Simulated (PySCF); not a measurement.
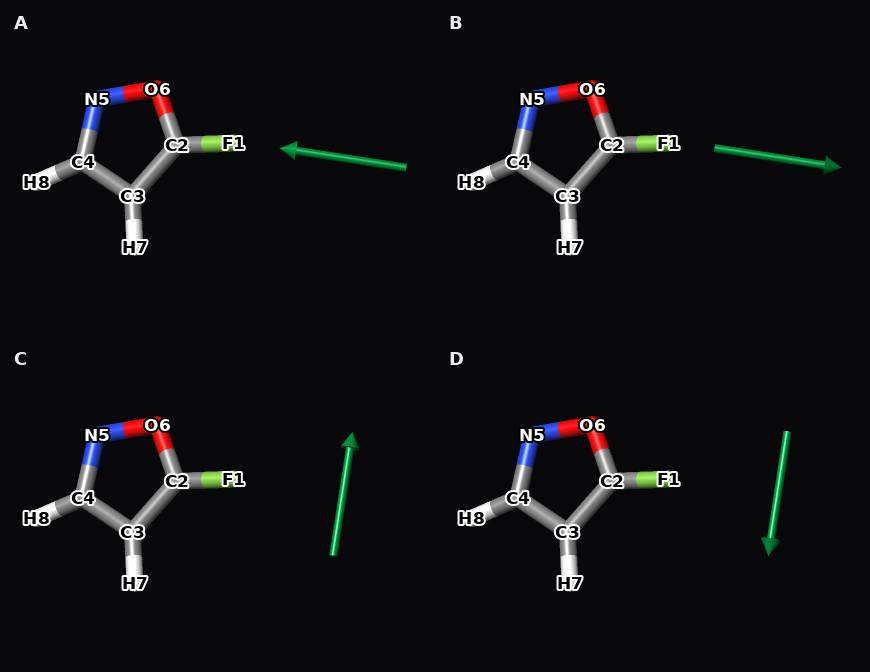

The same molecule four times, each with an arrow. Computed geometry: PBE0-D3(BJ)/def2-SVP optimisation. No frequency run is at hand to confirm it as a minimum. Properties computed with ωB97X-D/def2-SVPD, gas phase (PySCF 2.14.0).

Which arrow points along the dipole moment, from the negative to the positive end?

D. The dipole moment is 2.88 D; it points from the side of O6 to the side of H7 (the outermost atoms at the two ends).
